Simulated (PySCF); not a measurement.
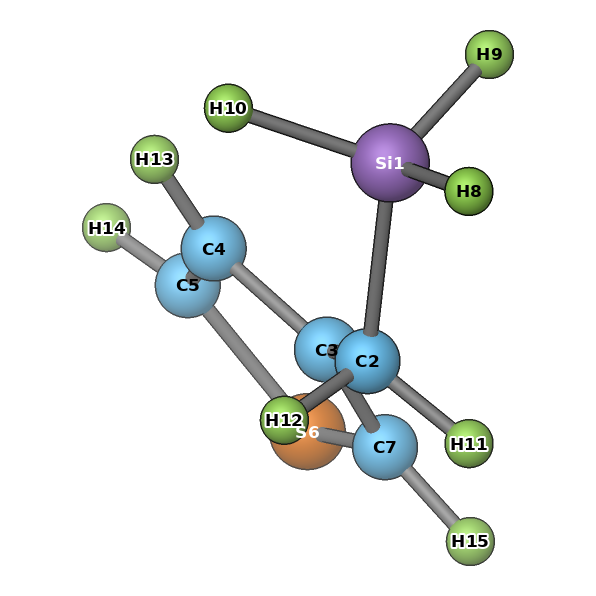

C3 lies behind C2. The molecule seen a little off the C2–C3 bond, C2 in front. Distant atoms are faded towards the background colour. Geometry: a frame of a GFN2-xTB molecular-dynamics simulation, not a minimum.

**What is the torsion angle Si1–C2–C3–C4? The sign is positive where the front bond must turn clockwise to cover the back bond.**

−44°, synclinal (gauche).
